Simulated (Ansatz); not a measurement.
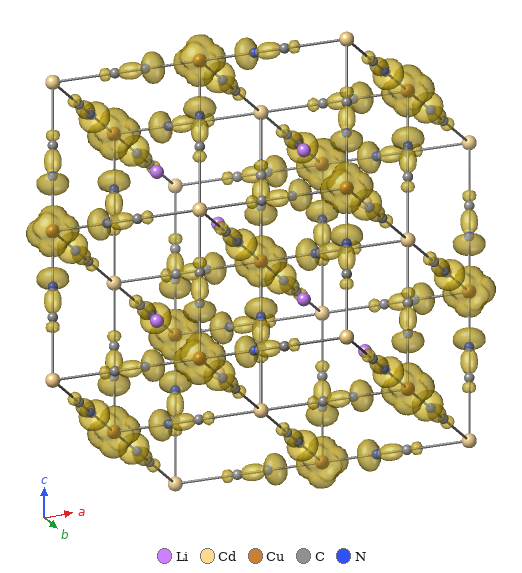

Li2CdCuC6N6. Isosurface of the spin density at +0.02 e/Å³ (yellow), seen at an oblique angle. Sticks mark near contacts.

Space group Fm-3m; a structure generated by program, which may or may not match a known phase; spin-polarised.

Method: Ansatz, DFT PBE, scalar-relativistic, plane waves, PAW.

In a PAW calculation such maps are meaningful between the atoms, not at the nuclei.

Li2CdCuC6N6, 64 atoms, a = 11.33 Å, b = 11.33 Å, c = 11.33 Å, α = 90.00°, β = 90.00°, γ = 90.00°.

Describe the spin distribution.

The spin density sits on Cu: +0.6 μB (×4) in one cell of 64 atoms: parallel main moments, as they must be, since the calculation's own cell holds one magnetic site. The cell of the calculation (16 atoms) carries 1.0 μB of net spin moment.
